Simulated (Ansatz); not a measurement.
One crystal and one scan (scan of one atom of the cell) at two levels, PBE (plane waves to 420 eV, PAW, scalar-relativistic; Ansatz, a program for electronic structure) and PBEsol (plane waves to 420 eV, PAW, scalar-relativistic; Ansatz), each from its own relaxed cell and on its own mesh. The cell shown is that of PBE.

KBr (rock salt)

```yaml
crystal:
  lattice:
    - [0.00000, 3.35261, 3.35261]
    - [3.35261, 0.00000, 3.35261]
    - [3.35261, 3.35261, 0.00000]
  atoms:
    - { symbol: Br, position: [0.00000, 0.00000, 0.00000] }
    - { symbol: K, position: [0.50000, 0.50000, 0.50000] }
```

Scan: atom 1 (Br, nearest neighbour K at 3.353 Å; its periodic images, 4.7 Å or more away, move with it) is displaced along Cartesian [111], direction (0.577, 0.577, 0.577) in Cartesian axes, by s. The other atoms stay.

E stands for the smeared free energy. KBr was relaxed with its symmetry unable to fall. Percentages come from the unrounded values.

| quantity | PBE | PBEsol | PBE − PBEsol |
|---|---|---|---|
| Lattice constant a (Å) | 6.705 | 6.550 | +0.155 (+2.4 %) |
| Band gap of the relaxed cell, no spin-orbit coupling (eV) | 4.31 | 4.34 | -0.03 (-0.6 %) |
| Force constant k = d²E/ds² at s = 0 (finite differences) (eV/Å²) | 0.97 | 1.20 | -0.23 (-19 %) |
| Zone-centre optical wavenumber from k (transverse: no LO-TO term) (cm⁻¹) | 100 | 112 | -12 (-10 %) |

PBE gives the higher value for: lattice constant a. PBE gives the lower value for: force constant k = d²E/ds² at s = 0; zone-centre optical wavenumber from k. They agree on: band gap of the relaxed cell, no spin-orbit coupling (within 1.5 %). Both give the same shape of the curve: a single well with its minimum at or next to zero displacement.

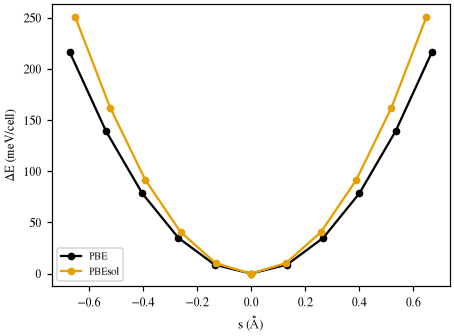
Figure. ΔE, each from the undisplaced structure of its own level.

(For displaced atoms, the force is minus the slope of the energy, and its curvature is a force constant, which sets phonon frequencies.)
